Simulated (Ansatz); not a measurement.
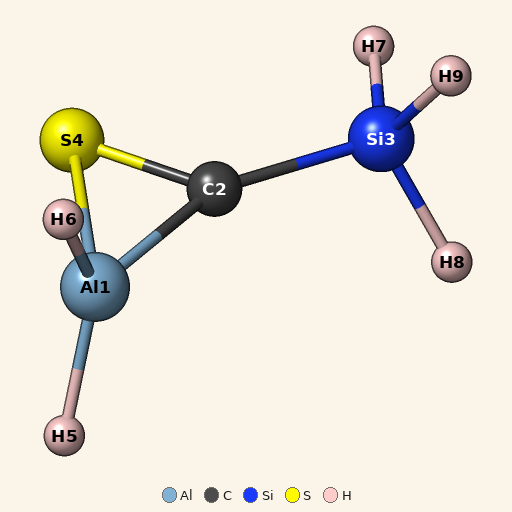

Sticks follow a distance rule. Harmonic vibrations computed with RKS PBE0-D4/def2-TZVP (Ansatz 0.2.0) at a stationary point of the same level.

How many imaginary frequencies does it have?

A minimum: no imaginary frequency, and the lowest mode lies at 92 cm⁻¹.

How many vibrational modes are there, and where do they lie?

21 modes: 92, 142, 189, 270, 377, 422, 484, 565, 597, 644, 748, 824, 900, 928, 937, 1116, 1933, 1941, 2225, 2235, 2238 cm⁻¹.
